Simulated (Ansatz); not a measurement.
Pd (fcc, Cu type)

Space group Fm-3m (No. 225); a = b = c = 3.943 Å, α = β = γ = 90.00°

```
atom  site  symmetry       x       y       z
----  ----  --------  ------  ------  ------
Pd      4a      m-3m  0.0000  0.0000  0.0000
```
(The calculation used a cell of 1 atom; values per cell refer to that cell.)

This relaxed cell (volume V₀) is scaled evenly in all directions, its shape held. Symmetry pins the atoms to their sites.

Calculation: PBE (plane waves to 420 eV, PAW, scalar-relativistic; Ansatz, an electronic-structure program). k mesh 20×20×20 (Γ-centred), Fermi-Dirac smearing 0.05 eV. The energy includes the smearing's −TS. Pd is run without spin polarisation. Pd was relaxed with its symmetry unable to fall. The PAW data are Ansatz's earlier set. The zero of ΔE is the relaxed starting cell.

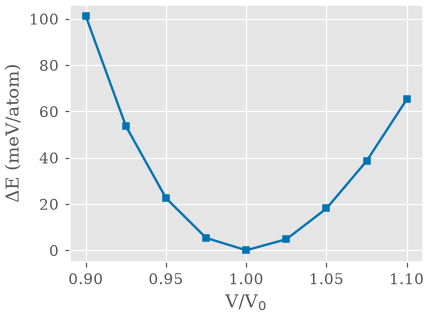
*ΔE (meV/atom) against V/V₀; computed points joined by lines.*

**Question.** What is ΔE at V/V₀ = 0.900?

**Answer.** About 100 meV/atom.

**Question.** What is ΔE at V/V₀ = 1.100?

**Answer.** About 65 meV/atom.

**Question.** What bulk modulus B₀ follows from a third-order Birch-Murnaghan fit?

**Answer.** About 170 GPa.

(Under strain, the slope of the energy per volume gives the stress and its curvature an elastic modulus.)
